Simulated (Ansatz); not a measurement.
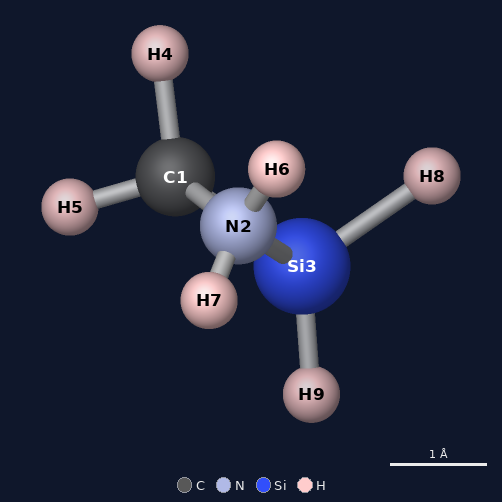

Figure made from data computed with Ansatz.

State: charge +1, singlet. Geometry: atoms displaced at random (about 0.1 Å) from a stationary point of GFN2-xTB.

Give these bond angles: C1–N2–Si3, C1–N2–H6, C1–N2–H7, C1–Si3–N2, C1–Si3–H8, C1–Si3–H9, N2–C1–Si3, N2–C1–H4, N2–C1–H5, N2–Si3–H8, Si3–C1–H4, Si3–N2–H6.

| angle | degrees |
| --- | --- |
| C1–N2–Si3 | 64.5 |
| C1–N2–H6 | 122.3 |
| C1–N2–H7 | 122.1 |
| C1–Si3–N2 | 47.0 |
| C1–Si3–H8 | 109.3 |
| C1–Si3–H9 | 129.6 |
| N2–C1–Si3 | 68.5 |
| N2–C1–H4 | 113.0 |
| N2–C1–H5 | 116.7 |
| N2–Si3–H8 | 100.7 |
| Si3–C1–H4 | 131.4 |
| Si3–N2–H6 | 128.8 |
